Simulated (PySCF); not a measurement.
# MP2/3-21G run of CH6FNOSi (SMILES NC(F)O[SiH3])

Aim: the vertical singlet–triplet gap of CH6FNOSi at MP2/3-21G, from 2 runs. The job is set up through a Python script.

Program for the calculation: PySCF 2.14.0.

## Step 1: The system as given

The species is CH6FNOSi (11 atoms), meant as a singlet with charge 0. SMILES: `NC(F)O[SiH3]`. The coordinates come from a PBE0-D4/def2-TZVP relaxation. This is one conformer, not always the lowest.

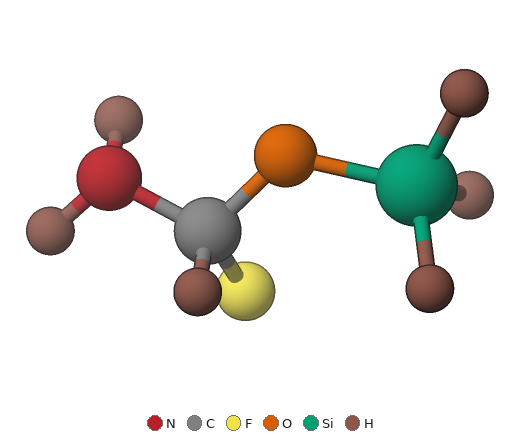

Viewed from a chosen angle; nitrogen red, carbon grey, fluorine yellow, oxygen orange, silicon teal, hydrogen brown.

## Step 2: A single-point energy at MP2/3-21G

The input, calc.py:

```python
from pyscf import gto, scf, mp

mol = gto.M(
    atom='''
N     -0.272121    -2.570217     2.903186
C      0.570886    -1.343406     0.720742
F     -0.247176    -2.558878    -1.515749
O     -0.357347     1.066750     0.672554
Si    -0.139273     2.952130    -1.826609
H     -2.176398    -2.476675     3.053608
H      0.316718    -4.384165     2.968382
H      2.638247    -1.401799     0.595453
H     -2.063014     2.337213    -3.766224
H     -0.577878     5.526693    -0.824676
H      2.430944     2.744449    -2.941737
''',
    verbose=3,
    basis='3-21g',
    spin=0,
    max_memory=1860,
    unit='bohr',
    charge=0,
)

myscf = scf.RHF(mol)
myscf.conv_tol = 1e-10
myscf.kernel()
if not myscf.converged:
    myscf = myscf.newton().run(myscf.mo_coeff, myscf.mo_occ)

pt = mp.MP2(myscf, frozen=9).run()
etot = pt.e_tot
print(f'total energy: {etot:.8f} hartree')
```

Command:

```sh
OMP_NUM_THREADS=1 python calc.py
```

The program printed:

```text
converged SCF energy = -556.060485126388
E(RMP2) = -556.540640993729  E_corr = -0.480155867340714
E(SCS-RMP2) = -556.538945758278  E_corr = -0.478460631890387
total energy: -556.54064099 hartree
```

Wall time 1.6 s (1 thread of Arm Neoverse N1, shared host); peak memory 0.14 GiB.

## Step 3: The triplet

The input, calc.py:

```python
from pyscf import gto, mp

mol = gto.M(
    atom='''
N     -0.272121    -2.570217     2.903186
C      0.570886    -1.343406     0.720742
F     -0.247176    -2.558878    -1.515749
O     -0.357347     1.066750     0.672554
Si    -0.139273     2.952130    -1.826609
H     -2.176398    -2.476675     3.053608
H      0.316718    -4.384165     2.968382
H      2.638247    -1.401799     0.595453
H     -2.063014     2.337213    -3.766224
H     -0.577878     5.526693    -0.824676
H      2.430944     2.744449    -2.941737
''',
    spin=2,
    unit='bohr',
    max_memory=1860,
    basis='3-21g',
    verbose=3,
)

hf = mol.UHF()
hf.conv_tol = 1e-10
hf.kernel()
if not hf.converged:
    hf = hf.newton().run(hf.mo_coeff, hf.mo_occ)

pt = mp.MP2(hf, frozen=9).run()
e_tot = pt.e_tot
print('E(%s) = %.9f' % ('MP2', e_tot))
```

Command:

```sh
OMP_NUM_THREADS=1 python calc.py
```

The program printed:

```text
WARN: HOMO 0.0860943030687569 >= LUMO -0.316513718794696

WARN: HOMO -0.00584078836816193 >= LUMO -0.278053654014901

WARN: HOMO -0.0204982554260607 >= LUMO -0.129107866134558

WARN: HOMO -0.0188741548005815 >= LUMO -0.09637207587184

WARN: HOMO -0.0216827722787594 >= LUMO -0.0766165126497187

WARN: HOMO -0.022093396848792 >= LUMO -0.0644472383546519

WARN: HOMO -0.0236126176317715 >= LUMO -0.0526391296559297

WARN: HOMO -0.0254489767075166 >= LUMO -0.0677745975275315

WARN: HOMO -0.054103517943477 >= LUMO -0.120107662636812

WARN: HOMO -0.0449929691220259 >= LUMO -0.105986948163178

WARN: HOMO -0.0349781568891023 >= LUMO -0.0915827075235649

WARN: HOMO -0.0361986266438983 >= LUMO -0.0937478204287681

WARN: HOMO -0.0386117262323573 >= LUMO -0.096181180198279

WARN: HOMO -0.0406152924675052 >= LUMO -0.100024397016672

WARN: HOMO -0.0366495487242453 >= LUMO -0.0923374758577244

WARN: HOMO -0.0305359015506168 >= LUMO -0.0762138631913869

WARN: HOMO -0.0320107299031118 >= LUMO -0.0873362972050611

WARN: HOMO -0.0457996319891993 >= LUMO -0.119248992480183

WARN: HOMO -0.0460389763255549 >= LUMO -0.119713427488758

WARN: HOMO -0.0449919543194586 >= LUMO -0.11759014637314

WARN: HOMO -0.044037270018495 >= LUMO -0.11454319063086

WARN: HOMO -0.0443689449355551 >= LUMO -0.114323703635471

WARN: HOMO -0.0328590706264027 >= LUMO -0.0852762972083045

WARN: HOMO -0.0342576115052182 >= LUMO -0.085781655400023

WARN: HOMO -0.0334116939343563 >= LUMO -0.0919985432921653

WARN: HOMO -0.0337949818374002 >= LUMO -0.0950129265708854

WARN: HOMO -0.0327981445736194 >= LUMO -0.0619206976465154

WARN: HOMO -0.0395557773793165 >= LUMO -0.101207117073168

WARN: HOMO -0.0451046364302705 >= LUMO -0.108780903844838

WARN: HOMO -0.0500854142884011 >= LUMO -0.120243161708723

WARN: HOMO -0.0473941016161454 >= LUMO -0.115656482604679

WARN: HOMO -0.0414899871334775 >= LUMO -0.0977367069244872

WARN: HOMO -0.0399434281596314 >= LUMO -0.0962582449361724

WARN: HOMO -0.0400038928715594 >= LUMO -0.0973451544307196

WARN: HOMO -0.0415427700530611 >= LUMO -0.0845495138844283

WARN: HOMO -0.0374552925700513 >= LUMO -0.0686631211287017

WARN: HOMO -0.0441759214619069 >= LUMO -0.100328823706504

WARN: HOMO -0.0447285153020474 >= LUMO -0.100825044440582

WARN: HOMO -0.0457028931558821 >= LUMO -0.101442152754657

WARN: HOMO -0.0231788979751579 >= LUMO -0.0856041373505452

WARN: HOMO -0.0438270493013935 >= LUMO -0.121392791691769

WARN: HOMO -0.0389437090282287 >= LUMO -0.109225205888595

WARN: HOMO -0.0363629914758619 >= LUMO -0.0994828899016813

WARN: HOMO -0.0369493748114538 >= LUMO -0.0970596123428775

WARN: HOMO -0.0383717536835748 >= LUMO -0.0585078749185248

WARN: HOMO -0.0408976706052835 >= LUMO -0.0996138255528338

WARN: HOMO -0.0464856322605938 >= LUMO -0.105625302374774

WARN: HOMO -0.0464889619300459 >= LUMO -0.106532158635479

WARN: HOMO -0.0447992643337791 >= LUMO -0.0826360636207584

WARN: HOMO -0.0376755352947882 >= LUMO -0.0889520522293621

SCF not converged.
SCF energy = -555.728310693418 after 50 cycles  <S^2> = 2.0147826  2S+1 = 3.0098389

WARN: HOMO -0.0216594414071509 >= LUMO -0.0673502426452405

converged SCF energy = -555.7570122024  <S^2> = 2.0076819  2S+1 = 3.0051169
E(UMP2) = -556.220282442683  E_corr = -0.46327024028278
E(SCS-UMP2) = -556.217134179083  E_corr = -0.460121976683163
E(MP2) = -556.220282443
```

It took 4.2 s on 1 thread of Arm Neoverse N1, shared host; peak memory 0.15 GiB.

## Step 4: What came out

At MP2/3-21G, 9 core orbitals frozen:

| quantity | value |
| --- | --- |
| singlet: total energy | -556.54064 Eh |
| singlet: dipole moment (Hartree–Fock density) | 0.87 D |
| singlet: HOMO energy (Hartree–Fock orbitals) | -11.62 eV |
| singlet: LUMO energy (Hartree–Fock orbitals) | 4.43 eV |
| singlet: HOMO–LUMO gap (Hartree–Fock orbitals) | 16.05 eV |
| singlet: correlation energy (9 core orbitals frozen) | -480.2 mEh |
| triplet: total energy | -556.22028 Eh |
| triplet: dipole moment (Hartree–Fock density) | 3.16 D |
| triplet: HOMO energy (Hartree–Fock orbitals) (highest over α and β) | -1.64 eV |
| triplet: LUMO energy (Hartree–Fock orbitals) (lowest over α and β) | 0.56 eV |
| triplet: correlation energy (9 core orbitals frozen) | -463.3 mEh |
| triplet: ⟨S²⟩ of the reference determinant | 2.008 |
| vertical energy of the triplet above the singlet | 8.717 eV |

In words: At this shape the triplet lies 8.72 eV (841 kJ/mol) above the singlet.
